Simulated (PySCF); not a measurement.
# AlCl3 (aluminum chloride): the cost of one run

Computed with PySCF 2.14.0, with density-fitted response routines of our own, on a single molecule in the gas phase. Atoms are numbered from 0 throughout.

### 1 The molecule as given

4 atoms, charge 0, multiplicity 1; geometry from: GFN2-xTB. The atoms were then displaced at random by about 0.01 Å, so the start is not that level's minimum.

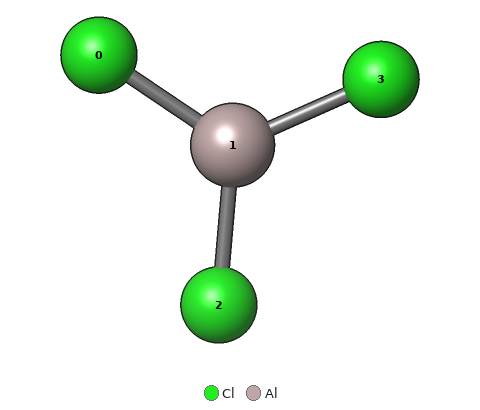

As it starts; chlorine green, aluminium light grey, atoms numbered.

### 2 Geometry optimisation at PBE0-D3(BJ)/def2-SVP

Job settings and geometry (Å):

```
{"job": {"xc": "PBE0", "basis": "def2-SVP", "d3": "d3bj", "grid": 1, "shake": 0.01, "kind": "geom"}, "charge": 0, "multiplicity": 1}
Cl    -1.712060    -0.980370     0.764620
Al    -0.003100    -0.003480     0.315140
Cl     1.762680    -0.859190     0.772600
Cl    -0.009530     1.817660    -0.595800
```

On the command line:

```sh
> OMP_NUM_THREADS=1 python probes_run.py task.json out
```

One launch serves the whole session: the jobs run in the order shown.

**Question.** How long does this first job take on 1 thread of Arm Neoverse V1, shared host, and how much memory does it need?

About 15 s, with a peak of 0.32 GiB.
